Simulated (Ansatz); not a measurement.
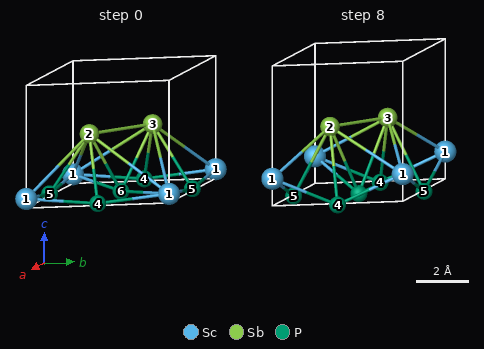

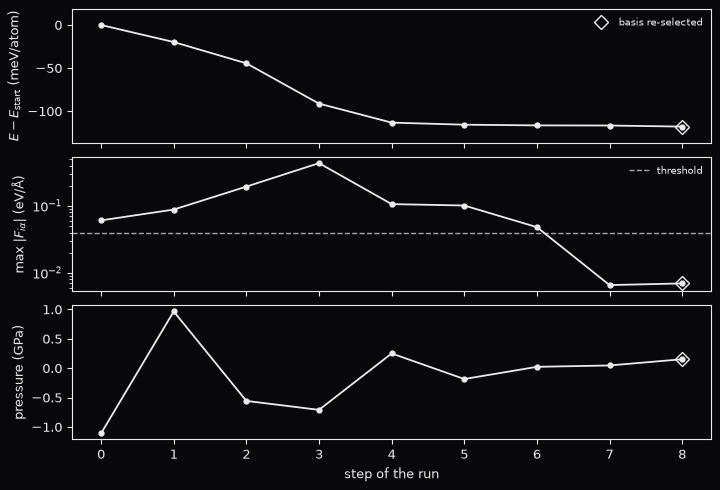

First and last geometry of a relaxation of solid ScSb₂P₃ (a generated structure, set up in P6mm) (coarse preliminary run), with the history of the run. Style: ball-and-stick. Shown: the cell of the calculation, slightly off an axis.

These are results of DFT PBE, scalar-relativistic, plane waves, PAW in Ansatz 0.2.0, not measurements. Settings: plane-wave cutoff 420 eV; k-point mesh 6 × 6 × 4; occupations gaussian; smearing width 0.1 eV; no spin polarisation; cell and atoms relaxed; force threshold 0.04 eV/Å; at most 70 steps.

Q: Read the history and describe the run.

A: It converged. Sc1 moves most relative to the cell: 0.66 Å along +c. By element the largest moves are Sc 0.66 Å, P 0.14 Å, Sb 0.12 Å. The drawn cell changes as follows: a = b 5.667 → 5.176 Å (−8.7 %), c 4.853 → 5.540 Å (+14.2 %); the volume changes by −4.8 %. Among the contacts that change: Sc1–Sb2 3.932 → 3.441 Å, Sb2–Sb3 3.272 → 2.989 Å, Sb2–P4 2.958 → 3.203 Å, Sb2–P4 (another image) 2.895 → 3.092 Å. Among the angles between lasting bonds that change: P4–Sc1–P4 168.6° → 132.9°, Sc1–P4–Sc1 168.6° → 132.9°, P4–Sc1–P5 119.0° → 105.1°. The space group stays P6mm (No. 183). After 7 accepted moves (8 points after the start) the energy has fallen by 118 meV per atom. The largest force component goes from 0.061 to 0.0069 eV/Å. The pressure goes from −1.11 to 0.15 GPa. At 1 point the geometry stayed and the basis and grid were re-selected for the new cell (energy shift of 1.3 meV per atom at most each time).

```json
{"step": "0", "E − E(0), meV/atom": "0.00", "largest force component, eV/Å": "0.0607", "pressure, GPa": "-1.11", "volume, Å³/atom": "22.496", "note": ""}
{"step": "1", "E − E(0), meV/atom": "-19.75", "largest force component, eV/Å": "0.0880", "pressure, GPa": "0.97", "volume, Å³/atom": "21.834", "note": ""}
{"step": "2", "E − E(0), meV/atom": "-44.42", "largest force component, eV/Å": "0.1940", "pressure, GPa": "-0.56", "volume, Å³/atom": "22.290", "note": ""}
{"step": "3", "E − E(0), meV/atom": "-91.11", "largest force component, eV/Å": "0.4347", "pressure, GPa": "-0.71", "volume, Å³/atom": "21.952", "note": ""}
{"step": "4", "E − E(0), meV/atom": "-113.15", "largest force component, eV/Å": "0.1063", "pressure, GPa": "0.25", "volume, Å³/atom": "21.454", "note": ""}
{"step": "5", "E − E(0), meV/atom": "-115.56", "largest force component, eV/Å": "0.1012", "pressure, GPa": "-0.18", "volume, Å³/atom": "21.452", "note": ""}
{"step": "6", "E − E(0), meV/atom": "-116.36", "largest force component, eV/Å": "0.0481", "pressure, GPa": "0.02", "volume, Å³/atom": "21.425", "note": ""}
{"step": "7", "E − E(0), meV/atom": "-116.51", "largest force component, eV/Å": "0.0066", "pressure, GPa": "0.05", "volume, Å³/atom": "21.426", "note": ""}
{"step": "8", "E − E(0), meV/atom": "-117.77", "largest force component, eV/Å": "0.0069", "pressure, GPa": "0.15", "volume, Å³/atom": "21.426", "note": "same geometry, new basis"}
```
